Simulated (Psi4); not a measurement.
# GaH3Cl− ([GaClH3]-) at BHLYP/cc-pVTZ

What is the vertical ionisation energy of GaH3Cl− ([GaClH3]-) at BHLYP/cc-pVTZ? 

The results are computed with Psi4 1.11.

1 further run of the same task is left out (set aside as unsound or not needed).

### 1 The molecule

GaH3Cl− has 5 atoms, charge -1, and is taken as a singlet. As SMILES, `[H][Ga-]([H])([H])[Cl]`. Geometry: a GFN2-xTB relaxation, a rough one for these elements and not checked as a minimum.

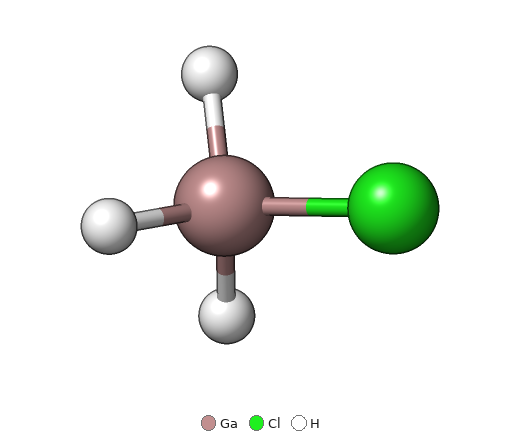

The structure, seen from a chosen angle (gallium pink, chlorine green, hydrogen white).

### 2 Energy and forces at BHLYP/cc-pVTZ

Contents of calc.in:

```
memory 1600 MB

molecule {
  -1 1
  Ga     0.002750    -0.000930    -0.104610
  Cl     0.007540    -0.017830     1.986020
  H      1.480820     0.011930    -0.640690
  H     -0.748550     1.287050    -0.607140
  H     -0.742550    -1.280220    -0.633580
  symmetry c1
}

set {
  basis cc-pVTZ
  puream true
  e_convergence 1e-09
  d_convergence 1e-08
  scf_type pk
  dft_radial_points 99
  dft_spherical_points 590
}

e_tot, wfn = gradient("bhhlyp", return_wfn=True)
```

The run is started by

```
$ psi4 calc.in calc.out -n 1
```

calc.out, cut to the lines that bear on the results:

```text
[...]
  Running in c1 symmetry.
[...]
  Nuclear repulsion =  174.280749122135518
[...]
  Multiplicity = 1
[...]
  Nalpha       = 26
  Nbeta        = 26
[...]
    Number of basis functions: 119
[...]
   @RKS iter   1: -2385.23203999155612   -1.91320e+00   1.92793e-02 ADIIS/DIIS
[...]
   @RKS iter  12: -2386.97035560114546    4.54747e-12   1.50680e-09 DIIS
[...]
    Orbital Energies [Eh]
    ---------------------
    Doubly Occupied:
       1A   -374.722388     2A   -102.583108     3A    -46.547665
       4A    -41.137821     5A    -41.137241     6A    -41.137230
       7A     -9.656342     8A     -7.305163     9A     -7.302753
      10A     -7.302749    11A     -5.612663    12A     -3.824799
      13A     -3.821537    14A     -3.821527    15A     -0.769882
      16A     -0.750294    17A     -0.750282    18A     -0.744796
      19A     -0.744774    20A     -0.693660    21A     -0.325769
      22A     -0.197241    23A     -0.197166    24A     -0.196452
      25A     -0.123895    26A     -0.123239
[...]
  @RKS Final Energy: -2386.97035560114546
   => Energetics <=
    Nuclear Repulsion Energy =            174.2807491221355178
    One-Electron Energy =               -3681.4784169591098362
    Two-Electron Energy =                1173.7763302677381034
    DFT Exchange-Correlation Energy =     -53.5490180319099167
    Empirical Dispersion Energy =           0.0000000000000000
    VV10 Nonlocal Energy =                  0.0000000000000000
    Total Energy =                      -2386.9703556011459114
[...]
 Multipole Moments:
 ------------------------------------------------------------------------------------
     Multipole            Electronic (a.u.)      Nuclear  (a.u.)        Total (a.u.)
 ------------------------------------------------------------------------------------
 L = 1.  Multiply by 2.5417464519 to convert [e a0] to [Debye]
 Dipole X            :          0.0260109           -0.0152881            0.0107228
 Dipole Y            :         -0.0202217            0.0109330           -0.0092888
 Dipole Z            :          0.6392623           -0.2747621            0.3645002
 Magnitude           :                                                    0.3647762
[...]
  -Total Gradient:
     Atom            X                  Y                   Z
    ------   -----------------  -----------------  -----------------
       1        0.000720642777    -0.000918455773     0.053305428671
       2       -0.000446025925     0.000587623512    -0.058442682088
       3       -0.010621136684     0.000070118165     0.001595283180
       4        0.005193169682    -0.009067449899     0.001690588895
       5        0.005153462018     0.009327843691     0.001854535534
[...]
```

Run time: 2.2 min. Hardware: 1 thread of Intel Xeon 6975P-C (Granite Rapids), shared host; peak memory 1.5 GiB.

### 3 Doublet neutral GaH3Cl: the energy at UBHLYP/cc-pVTZ

Contents of clgah3.json:

```json
{
 "schema_name": "qcschema_input",
 "schema_version": 1,
 "molecule": {
  "schema_name": "qcschema_molecule",
  "schema_version": 2,
  "symbols": ["Ga", "Cl", "H", "H", "H"],
  "geometry": [0.00519675, -0.00175745, -0.19768425, 0.01424853, -0.03369382, 3.75303388, 2.79834424, 0.02254443, -1.21072863, -1.41455449, 2.43217201, -1.14732832, -1.40321613, -2.41926518, -1.19729268],
  "molecular_charge": 0,
  "molecular_multiplicity": 2,
  "fix_symmetry": "c1",
  "fix_com": true,
  "fix_orientation": true
 },
 "driver": "energy",
 "model": {
  "method": "bhhlyp",
  "basis": "cc-pVTZ"
 },
 "keywords": {
  "reference": "uks",
  "puream": true,
  "e_convergence": 1e-09,
  "d_convergence": 1e-08,
  "scf_type": "pk",
  "dft_radial_points": 99,
  "dft_spherical_points": 590,
  "maxiter": 200
 }
}
```

The run is started by

```
$ psi4 --qcschema clgah3.json -n 1 --memory 1600MB
```

stdout, cut to the lines that bear on the results:

```text
[...]
  Running in c1 symmetry.
[...]
  Nuclear repulsion =  174.280749125555189
[...]
  Multiplicity = 2
[...]
  Nalpha       = 26
  Nbeta        = 25
[...]
    Number of basis functions: 119
[...]
   @UKS iter   1: -2385.08297442065032   -1.76414e+00   1.92387e-02 ADIIS/DIIS
[...]
   @UKS iter  27: -2386.80293908214480   -1.14142e-10   6.17156e-09 DIIS
[...]
   @S^2 Observed:                7.743371181E-01
[...]
    Orbital Energies [Eh]
    ---------------------
    Alpha Occupied:
       1A   -374.977093     2A   -102.818519     3A    -46.802829
       4A    -41.393889     5A    -41.392666     6A    -41.391262
       7A     -9.889087     8A     -7.540062     9A     -7.536760
      10A     -7.533955    11A     -5.866992    12A     -4.080570
      13A     -4.077335    14A     -4.072845    15A     -1.017806
      16A     -1.009575    17A     -1.002194    18A     -0.999542
      19A     -0.997939    20A     -0.926071    21A     -0.587245
      22A     -0.459920    23A     -0.437189    24A     -0.411371
      25A     -0.398615    26A     -0.348674
    Alpha Virtual:
[...]
  @UKS Final Energy: -2386.80293908214480
   => Energetics <=
    Nuclear Repulsion Energy =            174.2807491255551895
    One-Electron Energy =               -3669.0011242301593484
    Two-Electron Energy =                1161.3049081757892509
    DFT Exchange-Correlation Energy =     -53.3874721533303358
    Empirical Dispersion Energy =           0.0000000000000000
    VV10 Nonlocal Energy =                  0.0000000000000000
    Total Energy =                      -2386.8029390821448033
[...]
 Multipole Moments:
 ------------------------------------------------------------------------------------
     Multipole            Electronic (a.u.)      Nuclear  (a.u.)        Total (a.u.)
 ------------------------------------------------------------------------------------
 L = 1.  Multiply by 2.5417464519 to convert [e a0] to [Debye]
 Dipole X            :         -0.8892814            0.3838979           -0.5053835
 Dipole Y            :          0.6656576           -0.5918246            0.0738329
 Dipole Z            :        -54.6279346           54.1180146           -0.5099200
 Magnitude           :                                                    0.7217217
[...]
```

The result, in JSON:

```text
{
 "driver": "energy",
 "model": {
  "method": "bhhlyp",
  "basis": "cc-pVTZ"
 },
 "success": true,
 "return_result": -2386.802939082145,
 "properties": {
  "calcinfo_nbasis": 119,
  "calcinfo_nmo": 119,
  "calcinfo_nalpha": 26,
  "calcinfo_nbeta": 25,
  "calcinfo_natom": 5,
  "nuclear_repulsion_energy": 174.2807491255552,
  "return_energy": -2386.802939082145,
  "scf_one_electron_energy": -3669.0011242301593,
  "scf_two_electron_energy": 1161.3049081757893,
  "scf_xc_energy": -53.387472153330336,
  "scf_dipole_moment": [-0.5053835412749043, 0.07383293994701612, -0.509920014436382],
  "scf_total_energy": -2386.802939082145,
  "scf_iterations": 27
 }
}
```

Run time: 74 s. Hardware: 1 thread of Intel Xeon 6975P-C (Granite Rapids), shared host; peak memory 1.5 GiB.

### 4 What came out

At BHLYP/cc-pVTZ:

| quantity | value |
| --- | --- |
| singlet GaH3Cl−: total energy | -2386.97036 Eh |
| singlet GaH3Cl−: HOMO energy | -3.35 eV |
| singlet GaH3Cl−: LUMO energy | 6.22 eV |
| singlet GaH3Cl−: HOMO–LUMO gap (to an unbound level, set by the basis) | 9.57 eV |
| singlet GaH3Cl−: largest force on an atom | 3.005 eV/Å |
| doublet neutral GaH3Cl: total energy | -2386.80294 Eh |
| doublet neutral GaH3Cl: dipole moment | 1.83 D |
| doublet neutral GaH3Cl: HOMO energy (highest over α and β) | -8.99 eV |
| doublet neutral GaH3Cl: LUMO energy (lowest over α and β) | -5.78 eV |
| doublet neutral GaH3Cl: ⟨S²⟩ | 0.774 |
| vertical detachment energy (to the doublet neutral) | 4.556 eV |

The vertical ionisation energy comes to 4.56 eV (105 kcal/mol). The largest force (singlet GaH3Cl−) is 3.01 eV/Å: the shape isn't a stationary point for this species at this level. −ε(HOMO) before ionisation, 3.35 eV, is 1.20 eV below this ionisation energy.
